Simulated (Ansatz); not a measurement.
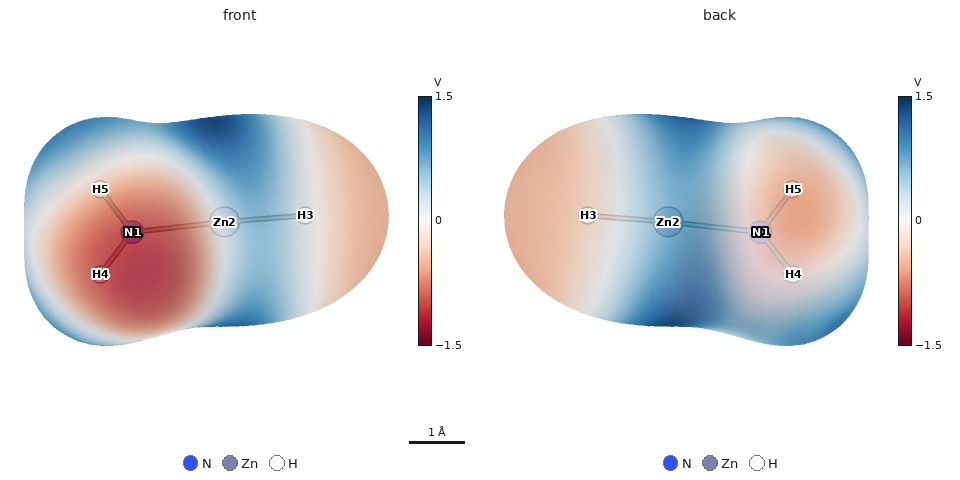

The picture shows: H$_{3}$NZn (SMILES [NH2][ZnH]). The electrostatic potential painted on the density surface at 0.001 e/bohr³, seen from the front and from behind; red is negative and blue positive.

Geometry: B3LYP/6-31G*.

The calculation used isolated molecule in a Gaussian basis; Kohn-Sham density functional theory, functional PBE0 (Ansatz 0.2.0).

```yaml
atoms:
  - { symbol: N, position_ang: [-0.8548, -0.7692, 0.1365] }
  - { symbol: Zn, position_ang: [-1.0627, 0.3463, -1.2486] }
  - { symbol: H, position_ang: [-1.1027, 1.3272, -2.4118] }
  - { symbol: H, position_ang: [-0.7977, -1.7750, 0.0263] }
  - { symbol: H, position_ang: [-1.2006, -0.5593, 1.0657] }
```

Question: Where is the surface potential most negative and most positive?

Answer: The most negative region (about −1.2 V, or −28 kcal/mol for a unit charge) lies over N1, the most positive (about +1.4 V, or +32 kcal/mol for a unit charge) over Zn2. N1 is the likeliest acceptor of a hydrogen bond.

Question: How polar is the molecule by this calculation?

Answer: Its dipole moment is 0.81 D.
